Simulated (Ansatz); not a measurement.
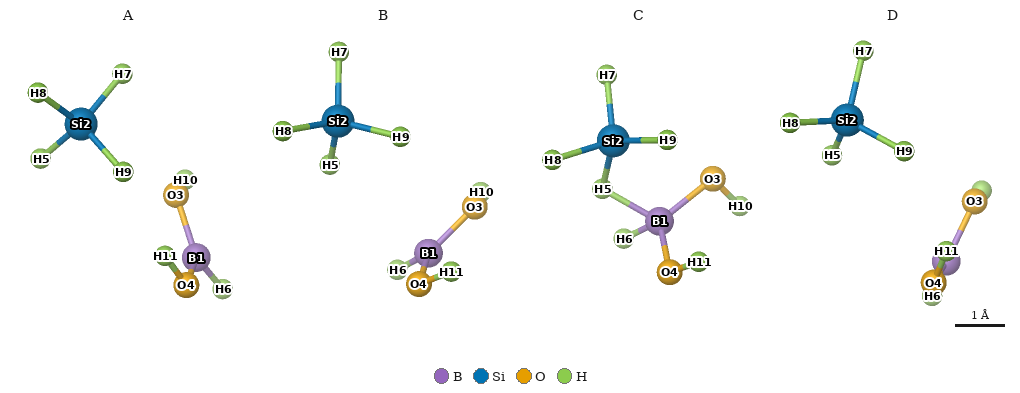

4 geometries from one relaxation of BSiH$_{7}$O$_{2}$ (started from a transition state, displaced along its imaginary mode), in shuffled order. The picture is a ball-and-stick view, seen from a free direction.

Computed with RKS PBE0-D4/def2-TZVP (Ansatz). Settings: force threshold 0.005 eV/Å; at most 200 steps.

### Order the frames from highest to lowest energy.

C, B, D, A. They are steps 0, 7, 30, 59, at +41.9 kcal/mol, +1.56 kcal/mol, +0.71 kcal/mol relative to the last. The energy falls by 41.9 kcal/mol in 51 accepted moves (59 points after the start). The largest force component goes from 1.9 to 0.0021 eV/Å. The line search rejected the trial steps at points 12, 14, 27, 28, 31, 41, 43, 50 of the run. The largest move after the best rigid fit is that of H6, 2.49 Å. Largest moves by element: H 2.49 Å, B 1.26 Å, O 0.65 Å, Si 0.63 Å. Among the contacts that change: B1–H5 1.349 → 3.895 Å, B1–Si2 2.336 → 4.101 Å, Si2–H5 1.622 → 1.482 Å, B1–O3 1.460 → 1.366 Å. Bonds break, among them: B1–H5 (1.35 → 3.90 Å). Bond angles that change, for instance: H5–Si2–H9 129.5° → 109.7°, H5–Si2–H8 95.3° → 109.3°, O4–B1–H6 109.6° → 118.8°. The run took 100 s on 4 threads of Arm Neoverse V2, on a shared host.
